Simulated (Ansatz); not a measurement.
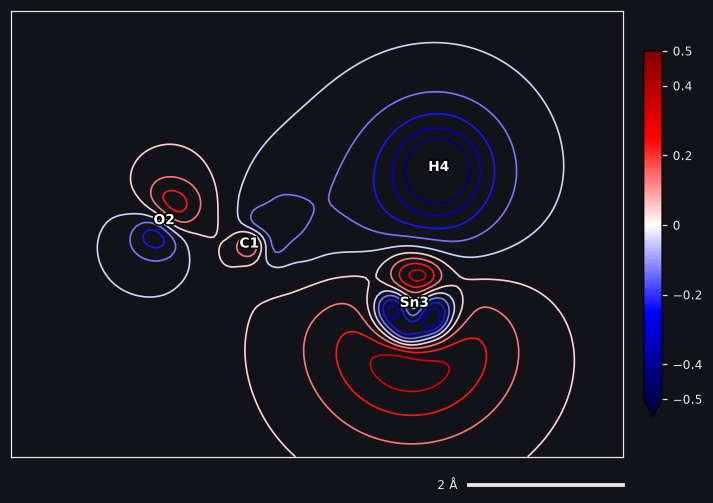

Figure. CHOSn (SMILES O=[C]=[SnH]) (doublet). The HOMO−1 (α) on the molecular plane (values in Å⁻³ᐟ²; the overall sign is arbitrary).

Geometry: B3LYP-D3(BJ)/def2-SVP; core potentials replace the inner electrons of Sn.

Computed with isolated molecule in a Gaussian basis; Kohn-Sham density functional theory, functional PBE0 in Ansatz.

```xyz
4

C    -2.4666   -1.0419    3.1375
O    -2.6032   -2.1760    3.1671
Sn   -2.2072    1.2189    3.2493
H    -2.0990    0.9970    1.4756
```

Question: Describe this orbital and give its energy.

Answer: Its weight (Hirshfeld) is mainly on Sn3 (about 65 %) and H4 (about 30 %); it is symmetric in the molecular plane (an in-plane orbital: σ, lone-pair or in-plane π type). Its energy is −7.37 eV.
